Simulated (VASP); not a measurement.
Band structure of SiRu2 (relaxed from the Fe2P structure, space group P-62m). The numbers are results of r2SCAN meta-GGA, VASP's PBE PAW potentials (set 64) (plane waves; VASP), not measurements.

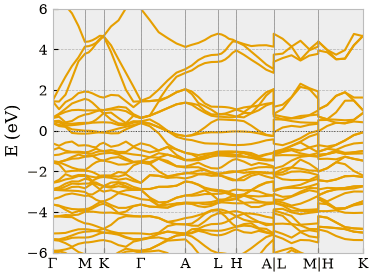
Figure: Bands along high-symmetry lines, zero at the valence-band maximum or, without a gap, the Fermi level

Q: Read the plot: is there a gap, and where are the band edges?

A: It has no gap at this level: it comes out as a metal or semimetal.

The structure was generated: SiRu2 was put into the Fe2P type (P-62m), which need not be its known phase. It was relaxed first, which changed the volume by -12 %.
